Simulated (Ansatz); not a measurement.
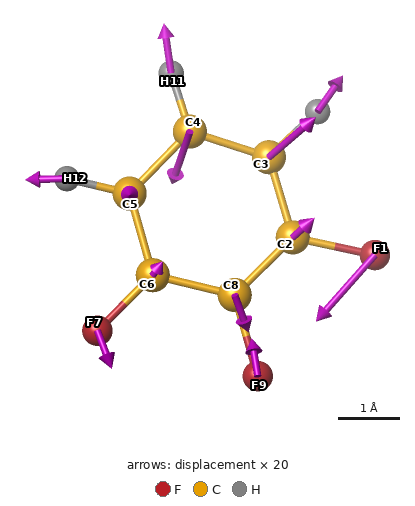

A relaxation of C6H3F3 (coarse preliminary run). The starting structure is drawn; purple arrows show the displacements, 20 times their true length. The two geometries are superimposed by the best rigid fit.

Style: ball-and-stick. Shown face on.

The start comes from a force field.

The calculation used RKS PBE-D4/def2-SVP (Ansatz 0.2.0).

Input
```yaml
crystal:
  periodic: [false, false, false]
  atoms:
    - {symbol: F, position_ang: [0.600800, -1.752400, 2.037100]}
    - {symbol: C, position_ang: [0.278900, -0.872800, 1.013500]}
    - {symbol: C, position_ang: [0.951500, -1.000500, -0.196800]}
    - {symbol: C, position_ang: [0.786600, -0.124700, -1.247900]}
    - {symbol: C, position_ang: [-0.257800, 0.849800, -1.116100]}
    - {symbol: C, position_ang: [-0.952100, 0.990800, 0.104400]}
    - {symbol: F, position_ang: [-1.855600, 1.933100, 0.237400]}
    - {symbol: C, position_ang: [-0.645900, 0.132300, 1.156200]}
    - {symbol: F, position_ang: [-1.350700, 0.252500, 2.359800]}
    - {symbol: H, position_ang: [1.739300, -1.777700, -0.256300]}
    - {symbol: H, position_ang: [1.246200, -0.232600, -2.160200]}
    - {symbol: H, position_ang: [-0.464000, 1.547000, -1.897000]}
basis:
  gaussian: {orbitals: def2-SVP}
hamiltonian: {xc: pbe, dispersion: d4}
relax: {f_tol: 0.03, max_steps: 200}
```

Run as
```bash
ansatz run in.yaml --threads 4 --pin off --events-out ev --progress --plain --max-ram 11315MiB
```

Describe the change and its energy.

Over 4 geometry steps the energy falls by 40.3 kJ/mol. Largest force component: 3.5 eV/Å at the start, 0.0044 eV/Å at the end. The largest move after the best rigid fit is that of F1, 0.074 Å. By element the largest moves are F 0.074 Å, C 0.062 Å, H 0.042 Å. Among the contacts that change: C4–H11 1.027 → 1.099 Å, C8–F9 1.400 → 1.336 Å, F1–C2 1.387 → 1.340 Å, C2–C8 1.373 → 1.406 Å. Bond angles that change, for instance: F1–C2–C8 122.9° → 118.3°, C3–C4–H11 123.9° → 119.6°, C3–C4–C5 116.7° → 120.8°. Cost: 10 s on 4 threads of Arm Neoverse V2, on a shared host.
